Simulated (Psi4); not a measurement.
**H2O2 (SMILES OO): MP2/may-cc-pVTZ (density fitting, density fitting for correlation, sweep point 7)**

Aim: the vertical singlet–triplet gap of H2O2 at MP2/may-cc-pVTZ (density fitting, density fitting for correlation, sweep point 7), from 2 runs. Input form: a Python script.

The calculation is run with Psi4 1.11.

## Step 1: The molecule

H2O2 has 4 atoms, charge 0, and is taken as a singlet. SMILES: `OO`. Geometry: relaxed at PBE0-D4/def2-TZVP.

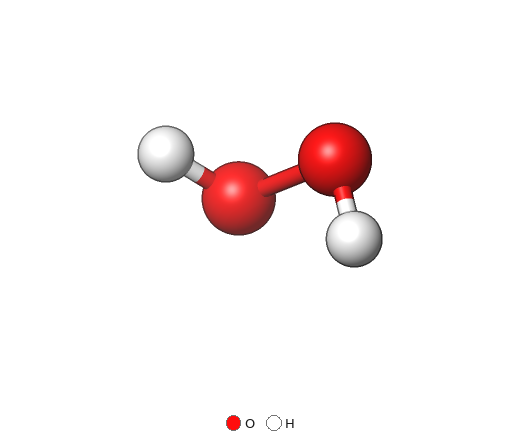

Viewed from a chosen angle; oxygen red, hydrogen white.

## Step 2: A single-point energy at MP2/may-cc-pVTZ (density fitting, density fitting for correlation, sweep point 7)

Contents of h2o2.py:

```python
import psi4

psi4.set_memory(1600000000)
psi4.set_num_threads(1)
psi4.set_output_file('run.log', False)

molecule = psi4.geometry("""
O     -0.486800    -0.581100     0.030600
O      0.048300     0.728400     0.206900
H      0.186400    -1.117000     0.467400
H      0.252100     0.969800    -0.704900
units angstrom
symmetry c1
""")

psi4.set_options({
    'basis': 'may-cc-pVTZ',
    'reference': 'rhf',
    'puream': True,
    'scf_type': 'df',
    'num_frozen_docc': 2,
})

E, wfn = psi4.energy("mp2", return_wfn=True)
print('E =', round(E, 9))
```

On the command line:

```
$ python h2o2.py
```

run.log (excerpt; [...] marks lines left out):

```text
[...]
  Running in c1 symmetry.
[...]
  Nuclear repulsion =   37.283118773714371
[...]
  Multiplicity = 1
[...]
  Nalpha       = 9
  Nbeta        = 9
[...]
    Number of basis functions: 96
[...]
   @DF-RHF iter   1:  -150.79016406927997   -7.46923e-01   3.55424e-03 DIIS/ADIIS
[...]
   @DF-RHF iter  11:  -150.83994440622845   -6.50857e-12   8.42230e-09 DIIS
[...]
    Orbital Energies [Eh]
    ---------------------
    Doubly Occupied:
       1A    -20.631726     2A    -20.631422     3A     -1.488241
       4A     -1.211792     5A     -0.721559     6A     -0.714965
       7A     -0.617430     8A     -0.516968     9A     -0.483487
[...]
  @DF-RHF Final Energy:  -150.83994440622845
   => Energetics <=
    Nuclear Repulsion Energy =             37.2831187737143708
    One-Electron Energy =                -282.2109482765348503
    Two-Electron Energy =                  94.0878850965920321
    Total Energy =                       -150.8399444062284545
[...]
 Multipole Moments:
 ------------------------------------------------------------------------------------
     Multipole            Electronic (a.u.)      Nuclear  (a.u.)        Total (a.u.)
 ------------------------------------------------------------------------------------
 L = 1.  Multiply by 2.5417464519 to convert [e a0] to [Debye]
 Dipole X            :         -0.1436799            0.7731780            0.6294981
 Dipole Y            :          0.0482693           -0.2596362           -0.2113669
 Dipole Z            :          0.0778342           -0.4187680           -0.3409338
 Magnitude           :                                                    0.7464447
[...]
```

Standard output:

```text
E = -151.337452094
```

Run time: 2.2 s. Hardware: 1 thread of AMD EPYC 7R43 (Zen 3), shared host; peak memory 0.21 GiB.

## Step 3: The triplet

Contents of job.py:

```python
import psi4

psi4.set_memory('1600 MB')
psi4.set_num_threads(1)
psi4.set_output_file('psi4.out', False)

mol = psi4.geometry("""
0 3
O     -0.486800    -0.581100     0.030600
O      0.048300     0.728400     0.206900
H      0.186400    -1.117000     0.467400
H      0.252100     0.969800    -0.704900
symmetry c1
""")

psi4.set_options({
    'reference': 'uhf',
    'puream': True,
    'scf_type': 'df',
    'num_frozen_docc': 2,
    'maxiter': 150,
})

E = psi4.energy("mp2/may-cc-pVTZ")
print('E =', round(E, 9))
for k, v in sorted(psi4.core.scalar_variables().items()):
    print(f'{k:45s} {v:18.10f}')
```

On the command line:

```
$ python job.py
```

psi4.out (excerpt; [...] marks lines left out):

```text
[...]
  Running in c1 symmetry.
[...]
  Nuclear repulsion =   37.283118773714371
[...]
  Multiplicity = 3
[...]
  Nalpha       = 10
  Nbeta        = 8
[...]
    Number of basis functions: 96
[...]
   @DF-UHF iter   1:  -150.58440476665217   -5.41163e-01   3.69729e-03 ADIIS/DIIS
[...]
   @DF-UHF iter  19:  -150.65077790987525    2.38742e-12   7.09966e-09 DIIS
[...]
   @S^2 Observed:                2.055409798E+00
[...]
    Orbital Energies [Eh]
    ---------------------
    Alpha Occupied:
       1A    -20.638960     2A    -20.638899     3A     -1.569622
       4A     -1.303558     5A     -0.814298     6A     -0.742998
       7A     -0.734478     8A     -0.578917     9A     -0.571614
      10A     -0.310995
    Alpha Virtual:
      11A      0.118612    12A      0.120557    13A      0.139679
      14A      0.154727    15A      0.192147    16A      0.198020
      17A      0.203799    18A      0.254503    19A      0.324366
      20A      0.378157    21A      0.683873    22A      0.691414
      23A      0.753683    24A      0.765206    25A      0.836367
[...]
  @DF-UHF Final Energy:  -150.65077790987525
   => Energetics <=
    Nuclear Repulsion Energy =             37.2831187737143708
    One-Electron Energy =                -282.0356284485553715
    Two-Electron Energy =                  94.1017317649657770
    Total Energy =                       -150.6507779098752167
  UHF NO Occupations:
  HONO-2 :    8  A 1.9803386
  HONO-1 :    9  A 1.0000000
[...]
 Multipole Moments:
 ------------------------------------------------------------------------------------
     Multipole            Electronic (a.u.)      Nuclear  (a.u.)        Total (a.u.)
 ------------------------------------------------------------------------------------
 L = 1.  Multiply by 2.5417464519 to convert [e a0] to [Debye]
 Dipole X            :         -0.2229780            0.7731780            0.5502000
 Dipole Y            :          0.0748803           -0.2596362           -0.1847558
 Dipole Z            :          0.1207763           -0.4187680           -0.2979917
 Magnitude           :                                                    0.6524215
[...]
```

The script printed:

```text
E = -151.131710098
CURRENT CORRELATION ENERGY                         -0.4809321882
CURRENT ENERGY                                   -151.1317100980
CURRENT REFERENCE ENERGY                         -150.6507779099
CUSTOM SCS-MP2 CORRELATION ENERGY                  -0.4613377999
CUSTOM SCS-MP2 TOTAL ENERGY                      -151.1121157098
DD SOLVATION ENERGY                                 0.0000000000
HF KINETIC ENERGY                                 151.3382192613
HF POTENTIAL ENERGY                              -301.9889971712
HF TOTAL ENERGY                                  -150.6507779099
HF VIRIAL RATIO                                     1.9954575827
MP2 CORRELATION ENERGY                             -0.4809321882
MP2 DOUBLES ENERGY                                 -0.4809321882
MP2 OPPOSITE-SPIN CORRELATION ENERGY               -0.3473389276
MP2 SAME-SPIN CORRELATION ENERGY                   -0.1335932606
MP2 SINGLES ENERGY                                 -0.0000000000
MP2 TOTAL ENERGY                                 -151.1317100980
NUCLEAR REPULSION ENERGY                           37.2831187737
ONE-ELECTRON ENERGY                              -282.0356284486
PCM POLARIZATION ENERGY                             0.0000000000
PE ENERGY                                           0.0000000000
SCF ITERATION ENERGY                             -150.6507779099
SCF ITERATIONS                                     19.0000000000
SCF TOTAL ENERGY                                 -150.6507779099
SCS-MP2 CORRELATION ENERGY                         -0.4613377999
SCS-MP2 TOTAL ENERGY                             -151.1121157098
TWO-ELECTRON ENERGY                                94.1017317650
```

Run time: 2.5 s. Hardware: 1 thread of AMD EPYC 7R43 (Zen 3), shared host; peak memory 0.21 GiB.

## Step 4: Results

Level: MP2/may-cc-pVTZ (density fitting, density fitting for correlation, sweep point 7), 2 core orbitals frozen.

| quantity | value |
| --- | --- |
| singlet: total energy | -151.33745 Eh |
| singlet: HOMO energy (Hartree–Fock orbitals) | -13.16 eV |
| singlet: LUMO energy (Hartree–Fock orbitals) | 2.61 eV |
| singlet: HOMO–LUMO gap (Hartree–Fock orbitals) | 15.77 eV |
| singlet: correlation energy (2 core orbitals frozen) | -497.5 mEh |
| triplet: total energy | -151.13171 Eh |
| triplet: HOMO energy (Hartree–Fock orbitals) (highest over α and β) | -8.46 eV |
| triplet: LUMO energy (Hartree–Fock orbitals) (lowest over α and β) | 0.95 eV |
| triplet: correlation energy (2 core orbitals frozen) | -480.9 mEh |
| triplet: ⟨S²⟩ of the reference determinant | 2.055 |
| vertical energy of the triplet above the singlet | 5.599 eV |

**Reading.** At this shape the triplet lies 5.60 eV (129 kcal/mol) above the singlet.
